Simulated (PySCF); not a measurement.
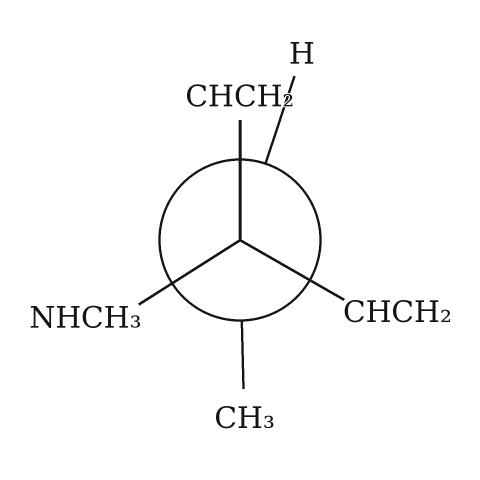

A Newman projection along the Si–N bond, silicon in front; angles are drawn as computed, but eclipsed bonds slightly apart. Computed geometry: PBE0-D3(BJ)/def2-SVP optimisation. No frequency run is at hand to confirm it as a minimum.

Which molecule is it?

C6H14N2Si, C=C[Si](C=C)(NC)NC

What is the torsion angle from the front NHCH3 to the back CH3? The sign is positive where the front bond must turn clockwise to cover the back bond.

−59°, synclinal (gauche).
